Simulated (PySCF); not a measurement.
# C4H12BNO: the cost of one run

Computed with PySCF 2.14.0, with density-fitted response routines of our own, on a single molecule, in the gas phase or a continuum. Atoms are numbered from 0 throughout.

## Step 1: The molecule as given

19 atoms, charge 0, multiplicity 1; geometry from: GFN2-xTB. The atoms were then displaced at random by about 0.01 Å, so the start is not that level's minimum.

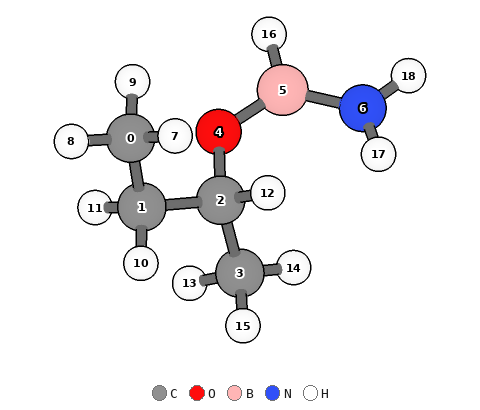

The starting geometry (carbon grey, oxygen red, boron pink, nitrogen blue, hydrogen white), atoms numbered; sticks join atoms by distance.

## Step 2: Optimising the geometry at PBE0-D3(BJ)/def2-SVP

The job: settings as JSON, then the geometry in Å.

```
{"job": {"xc": "PBE0", "basis": "def2-SVP", "d3": "d3bj", "grid": 1, "shake": 0.01, "kind": "geom"}, "charge": 0, "multiplicity": 1}
C     -1.736470     1.567110     0.648530
C     -1.662710     0.125950     0.225280
C     -0.226210    -0.368550     0.241630
C     -0.100440    -1.868130    -0.026850
O      0.516160     0.337280    -0.742250
B      1.847450     0.553900    -0.709890
N      2.728420     0.089120     0.295320
H     -1.402010     1.728530     1.665210
H     -2.785970     1.947730     0.592800
H     -1.136170     2.199330     0.004850
H     -2.262200    -0.495390     0.906200
H     -2.035460     0.015670    -0.780580
H      0.189180    -0.150810     1.237140
H     -0.604910    -2.087690    -0.979220
H      0.899240    -2.206100    -0.051870
H     -0.659110    -2.409180     0.759340
H      2.283410     1.179260    -1.607360
H      2.416840    -0.430490     1.104820
H      3.700230     0.279530     0.298280
```

Launch:

```bash
> OMP_NUM_THREADS=1 python probes_run.py task.json out
```

This one command runs all jobs of the session in turn.

Q: Estimate the wall time and peak memory of this first job on 1 thread of Arm Neoverse N1, shared host.

About 1.8 min, with a peak of 0.65 GiB.
